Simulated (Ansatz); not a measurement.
Band structure of VOs (Pm-3m, 2 atoms in the cell).

```
CELL_PARAMETERS angstrom
      2.94266     0.00000     0.00000
      0.00000     2.94266     0.00000
      0.00000     0.00000     2.94266
ATOMIC_POSITIONS crystal
  V  0.00000 0.00000 0.00000
  Os 0.50000 0.50000 0.50000
```
Moments meant for the start (each program seeds them in its own way; μB, in the order of the atoms V Os): 2.0 0.0.

Level of theory: PBEsol, PAW files made with PBE (plane waves; Ansatz, a program for electronic structure).

Settings: kpoints.mp_grid.grid = 9 9 9; hamiltonian.xc = pbesol; hamiltonian.pseudopotentials = {kind: paw} (the program's default PAW files); magnetization.spin_polarized = true; scf.occupations.method = fermi_dirac; scf.occupations.width = 0.1 eV; kpoints.band_path.npoints = 8.

The starting cell comes from a database of computed structures (which also holds hypothetical and non-ambient phases and stackings), without a prior relaxation at this level. Its lattice was rescaled by a random factor within 2.5 % of one. Spin-orbit coupling is off. The starting moments vanished: the run ended non-magnetic, which need not be the lowest state. The program warned that a starting moment was not kept.

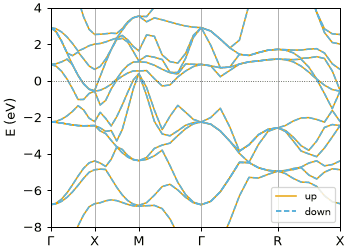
Bands along the path, energies from the Fermi level.

Levels in eV from the Fermi level, bands 11 to 18 of the first spin channel:
| point | 11 | 12 | 13 | 14 | 15 | 16 | 17 | 18 |
|---|---|---|---|---|---|---|---|---|
| Γ | -6.78 | -2.26 | -2.26 | -2.26 | 0.90 | 0.90 | 2.91 | 2.91 |
| X | -4.38 | -2.45 | -2.45 | -2.23 | -0.57 | -0.57 | -0.53 | 0.62 |
| M | -4.37 | -4.37 | 0.39 | 0.39 | 0.54 | 1.04 | 1.08 | 1.64 |
| R | -4.95 | -2.57 | -2.57 | -2.57 | 1.18 | 1.18 | 1.72 | 1.72 |

Bands cross the Fermi level along this path, so the cell is metallic at this level.

The net moment of the cell came out as 0.00 μB.

Keys are those of Ansatz 0.2.
